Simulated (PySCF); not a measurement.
Input file:

```
{"job": {"kind": "nmr", "xc": "PBE0", "basis": "pcSseg-1"}, "charge": 0, "multiplicity": 1}
C      2.190196    -0.319549     0.714009
C      0.823507    -0.975447     0.895389
C     -0.220305    -0.262754     0.107883
C     -1.062088    -0.742745    -0.817634
C     -1.829237     0.446701    -1.304385
Cl    -3.591916     0.300205    -0.995382
Si    -0.825343     1.528910    -0.040720
H      2.491666    -0.356735    -0.330350
H      2.148450     0.722750     1.023303
H      2.941802    -0.831995     1.309701
H      0.867301    -2.023880     0.589292
H      0.551209    -0.942693     1.954325
H     -1.200910    -1.756556    -1.160426
H     -1.741919     0.632940    -2.374001
H      0.064329     2.520516    -0.641270
H     -1.614341     2.069276     1.058857
```

Launched as:

```sh
OMP_NUM_THREADS=1 python probes_run.py task.json out
```

Geometry: GFN2-xTB.

The calculation used PBE0/pcSseg-1, SCF density, gas phase, non-relativistic (PySCF).

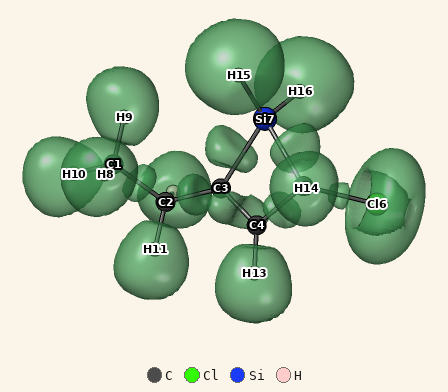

C₅H₉ClSi. Isosurface of the ELF at 0.8 (green), seen at a tilt. Only the valence region is drawn (cores and ρ < 0.01 e/Å³ removed).

Q: Describe the localisation domains.

A: At this value the surface marks out four regions between bonded C–C atoms (shared pairs), one region between bonded C–Cl atoms (shared pairs), two regions between bonded C–Si atoms (shared pairs), nine regions around hydrogen nuclei and one ring or bowl of non-bonding electrons around Cl. Profiles from the grid: C–C (1.34 Å): the ELF peaks at about 0.90 between the atoms: a short, multiple covalent bond. C–Cl (1.80 Å): the ELF peaks at about 0.85 between the atoms, as expected for localised, covalent bonding.
